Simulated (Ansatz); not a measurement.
# C₂H₇GeNO (SMILES [CH3][GeH]1[O][CH]1N): what the fields show

Input file:

```
crystal:
  periodic: [false, false, false]
  atoms:
    - { symbol: C, position_ang: [-2.1228, 0.2844, -0.1023] }
    - { symbol: Ge, position_ang: [-0.3689, -0.0502, -0.7284] }
    - { symbol: O, position_ang: [0.7649, 0.9875, 0.2607] }
    - { symbol: C, position_ang: [1.0184, -0.2938, 0.6561] }
    - { symbol: "N", position_ang: [2.2052, -0.8877, 0.1768] }
    - { symbol: H, position_ang: [-2.9014, -0.1276, -0.804] }
    - { symbol: H, position_ang: [-2.2804, -0.078, 0.9118] }
    - { symbol: H, position_ang: [-2.2957, 1.4435, -0.1045] }
    - { symbol: H, position_ang: [0.0015, 0.2328, -2.1689] }
    - { symbol: H, position_ang: [0.6238, -0.5065, 1.7257] }
    - { symbol: H, position_ang: [2.4746, -0.4485, -0.6955] }
    - { symbol: H, position_ang: [2.9577, -0.6111, 0.9065] }
basis:
  gaussian:
    orbitals: def2-SVPD
correlation:
  method: mp2
output:
  orbitals: {}
```

The fields and orbitals are those of the mean-field reference, not of the correlated method.

Level of theory: Ansatz 0.2.0, MP2, Gaussian basis.

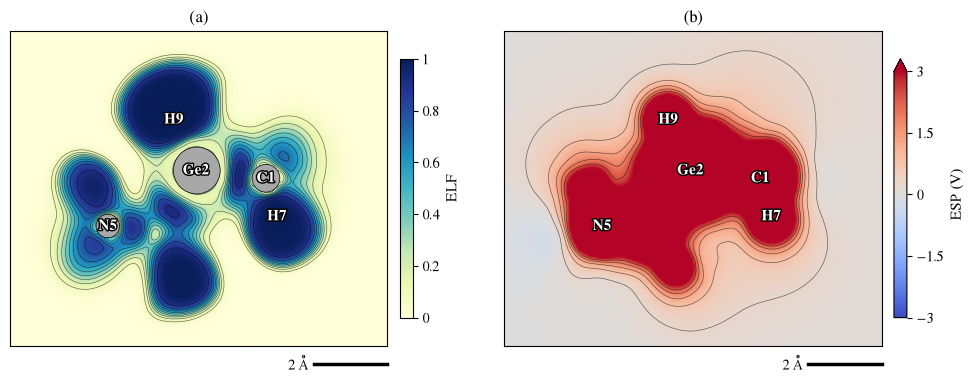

Figure 1. (a) ELF; (b) electrostatic potential on the plane of atoms C1, Ge2 and H9. Grey discs cover the atomic cores in the ELF map.

Q: Interpret the plot.

A:
- The plane passes through C, Ge, N and H nuclei.
- C–Ge (1.89 Å): the ELF peaks at about 0.95 in the valence shell of C, 0.7 Å from its nucleus, and is about 0.70 at the midpoint.
- C–H (1.09 Å): the ELF climbs to about 1 towards the hydrogen, as it does in any bond to H; an ordinary covalent bond to hydrogen.
- The potential has no marked negative region in this plane.

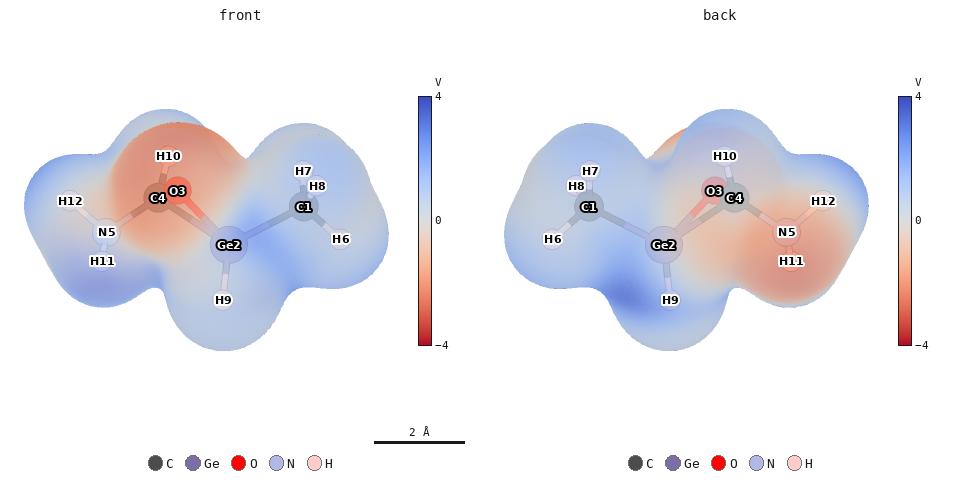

Figure 2. The molecular electrostatic potential painted on the density surface at 0.004 e/bohr³, seen from the front and from behind; the colour scale runs from red (negative) to blue (positive).

Q: Describe the electrostatic potential map.

A: The most negative region (about −2.3 V) lies over O3, the most positive (about +3.0 V) over Ge2. O3 is the likeliest acceptor of a hydrogen bond.

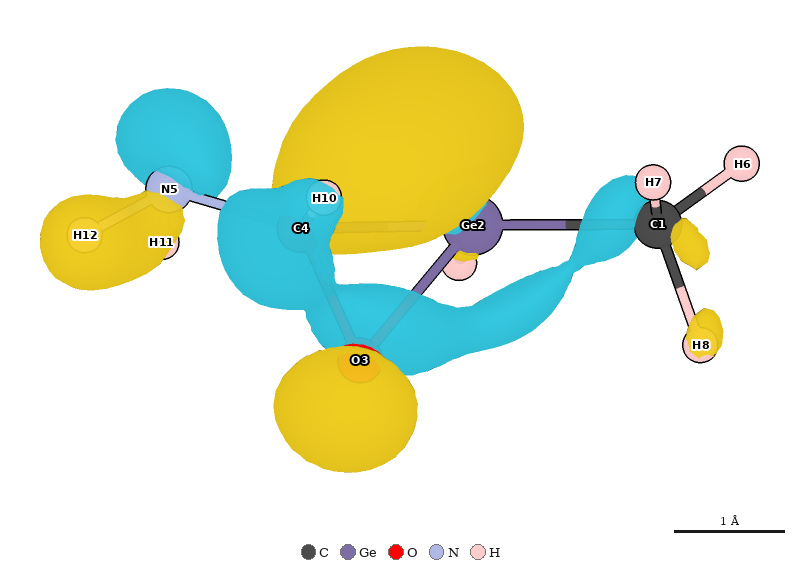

Figure 3. The HOMO at ±0.15 Å⁻³ᐟ² (yellow and cyan are the two phases), seen from one side.

Q: What is the character of this orbital?

A: It lies mainly on Ge2 (about 35 %), C4 (about 25 %), O3 (about 20 %) and N5 (about 10 %). Its energy is −8.41 eV.
